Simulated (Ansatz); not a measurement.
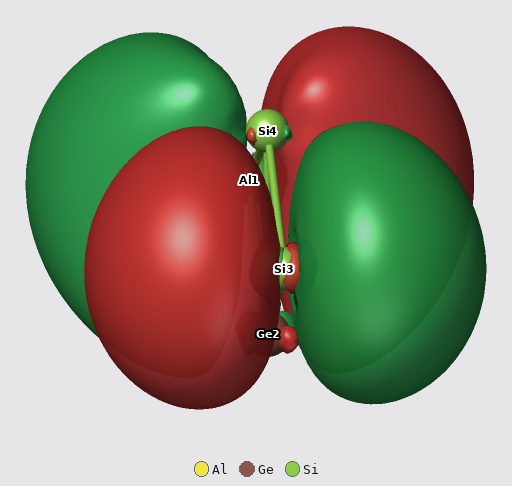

AlGeSi2 (SMILES [Al]1[Si]2=[Si]=[Ge]12) (doublet). The LUMO (α) at ±0.05 Å⁻³ᐟ² (green and red are the two phases), seen at an oblique angle.

Geometry: PBE0-D3(BJ)/def2-SVP.

The calculation used isolated molecule in a Gaussian basis; Kohn-Sham density functional theory, functional PBE0 (Ansatz).

> What is the character of this orbital?

By Hirshfeld shares it lies mainly on Al1 (about 40 %), Si3 (about 35 %), Si4 (about 10 %) and Ge2 (about 10 %); it changes sign across the molecular plane (π type); π-bonding across Ge2–Si4. Its energy is −2.90 eV.
